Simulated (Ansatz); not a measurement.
# Effect of Se → S on MoSe2

Take MoSe$_{2}$ in the 2H-MoS2 type structure (space group P6_3/mmc, No. 194; a = 3.2277 Å, c = 12.3469 Å; layered, stacked along the Cartesian z axis) as the base.

Now apply this change: every Se is replaced by S; the structure is relaxed again.

Computed with PBEsol-D3(BJ) (Ansatz, an electronic-structure program, PAW, scalar-relativistic without spin-orbit coupling). k-mesh 12×12×3 (Γ-centred); smearing 0.05 eV (Fermi–Dirac).

| quantity | base | changed | shift |
|---|---|---|---|
| volume per atom | 18.57 Å³ | 16.33 Å³ | -2.234 Å³ |
| density | 7.57 g/cm³ | 5.42 g/cm³ | -2.143 g/cm³ |
| lattice parameter a | 3.228 Å | 3.109 Å | -0.119 Å |
| c/a ratio | 3.825 | 3.766 | -0.059 |
| shortest interatomic distance | 2.503 Å | 2.380 Å | -0.1224 Å |
| band gap | 0.54 eV | 0.52 eV | -0.02 eV |
| smallest direct gap | 1.54 eV | 1.79 eV | +0.256 eV |
| width of the top valence band | 1.53 eV | 1.88 eV | +0.35 eV |
| valence-band top at Γ (three highest levels, from the VBM) | 0.00, -0.52, -1.48 eV | 0.00, -0.96, -1.60 eV | – |

Final structure:

```yaml
crystal:
  lattice:
    - [3.10889, 0.00000, 0.00000]
    - [-1.55445, 2.69238, 0.00000]
    - [0.00000, 0.00000, 11.70743]
  atoms:
    - { symbol: Mo, position: [0.33333, 0.66667, 0.25000] }
    - { symbol: Mo, position: [0.66667, 0.33333, 0.75000] }
    - { symbol: S, position: [0.33333, 0.66667, 0.61647] }
    - { symbol: S, position: [0.66667, 0.33333, 0.11647] }
    - { symbol: S, position: [0.66667, 0.33333, 0.38353] }
    - { symbol: S, position: [0.33333, 0.66667, 0.88353] }
```

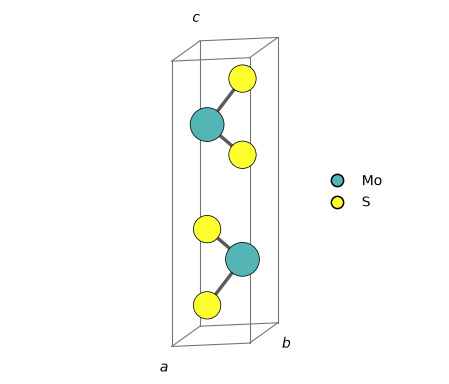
Figure. The relaxed conventional cell after the change

Stability against distortions was not tested.
